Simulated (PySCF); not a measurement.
# HF: one change and its effect

System: HF, SMILES F.
Method of the first run: TDDFT HF/def2-SVPD, vertical, gas phase, core orbitals frozen in the response (PySCF 2.14.0).

The geometry comes from this level: PBE0-D3(BJ)/def2-SVP. Text and figures count atoms from 1; the logs count them from 0 in places.

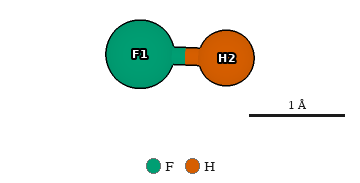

Figure 1. The structure as given in the input (ball-and-stick view, seen at an oblique angle; atoms are numbered from 1 in the order of the input).

**The input, the first run**
```
{"job": {"kind": "uv", "xc": "HF", "basis": "def2-SVPD", "ip": true}, "charge": 0, "multiplicity": 1}
F      0.462732    -0.006667    -0.004642
H     -0.457212     0.009207    -0.023648
```

The first line tells a small driver script what to run in PySCF; the rest is the geometry in Å.

Hardware: 1 CPU thread, shared host.

**Output (the first run)**
```
final grid: 16976 points
cycle   1  E = -99.9198272751  dE = -1.770e-01  |g| = 3.709e-01  |ddm| = 9.361e-01
cycle   2  E = -99.9392461079  dE = -1.942e-02  |g| = 1.950e-01  |ddm| = 3.258e-01
cycle   3  E = -99.9449052881  dE = -5.659e-03  |g| = 2.456e-02  |ddm| = 1.059e-01
cycle   4  E = -99.9450304896  dE = -1.252e-04  |g| = 5.350e-03  |ddm| = 1.692e-02
cycle   5  E = -99.9450434640  dE = -1.297e-05  |g| = 1.206e-03  |ddm| = 6.931e-03
cycle   6  E = -99.9450443630  dE = -8.990e-07  |g| = 1.623e-04  |ddm| = 2.414e-03
cycle   7  E = -99.9450443804  dE = -1.736e-08  |g| = 1.413e-05  |ddm| = 3.098e-04
cycle   8  E = -99.9450443805  dE = -9.808e-11  |g| = 1.732e-06  |ddm| = 1.913e-05
converged SCF energy = -99.9450443805

Static polarisability (au): isotropic 4.726, principal 4.268 4.268 5.642

Singlet excitations
state   eV       nm        f      main configurations
  1  12.0426    103.0   0.02813   H-1->L 0.85, H-1->L+7 0.11
  2  12.0426    103.0   0.02813   H->L 0.85, H->L+7 0.11
  3  15.6596     79.2   0.16997   H-2->L 0.73
  4  16.3016     76.1   0.00000   H->L+3 0.32, H-1->L+2 0.32, H->L+2 0.15
  5  16.3214     76.0   0.00000   H-1->L+2 0.43, H->L+3 0.43
  6  16.3214     76.0   0.00000   H-1->L+3 0.43, H->L+2 0.43
  7  16.4846     75.2   0.04817   H->L+1 0.77, H->L+6 0.21
  8  16.4846     75.2   0.04817   H-1->L+1 0.77, H-1->L+6 0.21
  9  18.0890     68.5   0.04611   H->L+2 0.24, H-1->L+3 0.24, H-2->L 0.14
 10  18.5350     66.9   0.05205   H-1->L+6 0.65, H-1->L+1 0.19

Triplet excitations (Tamm-Dancoff, eV): 11.3407 11.3407 13.7169 15.2580
Vertical ionisation energy (delta-SCF) = 14.5330 eV
```

The input of the second run differs as follows (lines with − go, lines with + come):
```diff
-"xc": "HF"
+"xc": "B3LYP"
```

Predict how the results change.

The total energies belong to different methods, so their difference says nothing on which is more stable or more accurate. The HOMO goes from −17.81 to −11.61 eV. The LUMO goes from 2.80 to 0.01 eV. The dipole moment goes from 1.97 to 1.83 D. The lowest excitation goes from 12.04 to 9.99 eV. The strongest computed line goes from 15.66 to 13.88 eV. The method changes from HF to B3LYP. The SCF takes 9 iterations against 8.

**Output (the second run)**
```
coarse grid: 1712 points
cycle   1  E = -100.3323833971  dE = -3.686e-02  |g| = 4.524e-01  |ddm| = 9.853e-01
cycle   2  E = -100.2847345599  dE =  4.765e-02  |g| = 7.257e-01  |ddm| = 6.514e-01
cycle   3  E = -100.3684983526  dE = -8.376e-02  |g| = 2.412e-02  |ddm| = 3.796e-01
cycle   4  E = -100.3685933402  dE = -9.499e-05  |g| = 3.079e-03  |ddm| = 1.721e-02
cycle   5  E = -100.3685946118  dE = -1.272e-06  |g| = 3.408e-04  |ddm| = 1.426e-03
final grid: 16976 points
cycle   6  E = -100.3767901257  dE = -1.180e-05  |g| = 2.100e-03  |ddm| = 8.134e-03
cycle   7  E = -100.3767893990  dE =  7.267e-07  |g| = 3.070e-03  |ddm| = 2.493e-03
cycle   8  E = -100.3767908728  dE = -1.474e-06  |g| = 6.169e-05  |ddm| = 1.601e-03
cycle   9  E = -100.3767908734  dE = -6.552e-10  |g| = 5.118e-06  |ddm| = 4.114e-05
converged SCF energy = -100.3767908734

Static polarisability (au): isotropic 5.574, principal 5.101 5.101 6.521

Singlet excitations
state   eV       nm        f      main configurations
  1   9.9896    124.1   0.03097   H->L 0.72, H-1->L 0.28
  2   9.9896    124.1   0.03097   H-1->L 0.72, H->L 0.28
  3  13.8792     89.3   0.13654   H-2->L 0.82
  4  13.9927     88.6   0.00000   H->L+3 0.43, H-1->L+2 0.43
  5  14.0086     88.5   0.00000   H->L+2 0.46, H-1->L+3 0.46
  6  14.0087     88.5   0.00000   H-1->L+2 0.46, H->L+3 0.46
  7  14.0872     88.0   0.02583   H->L+1 0.94
  8  14.0872     88.0   0.02583   H-1->L+1 0.94
  9  15.6762     79.1   0.01704   H->L+2 0.30, H-1->L+3 0.30, H-2->L 0.14
 10  15.9278     77.8   0.07110   H->L+4 0.95

Triplet excitations (Tamm-Dancoff, eV): 9.4948 9.4948 12.6984 13.4699
Vertical ionisation energy (delta-SCF) = 16.4404 eV
```

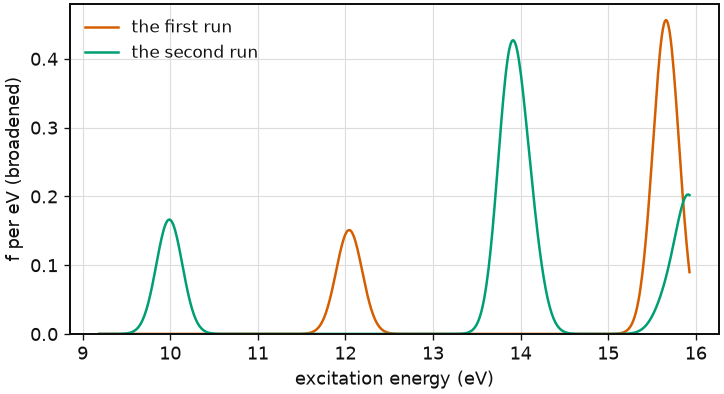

Figure 2. Absorption of the two runs from their computed states, each broadened by a Gaussian of 0.35 eV full width; the range ends where the shorter list of states ends.

**The two runs side by side**

```csv
quantity,the first run,the second run
outcome,converged,converged
total energy (hartree),−99.945044,−100.376791
HOMO (eV),−17.81,−11.61
LUMO (eV),2.80,0.01
dipole moment (D),1.97,1.83
lowest excitation (eV),12.04,9.99
SCF iterations,8,9
strongest computed line (eV),15.66,13.88
basis functions,31,31
```
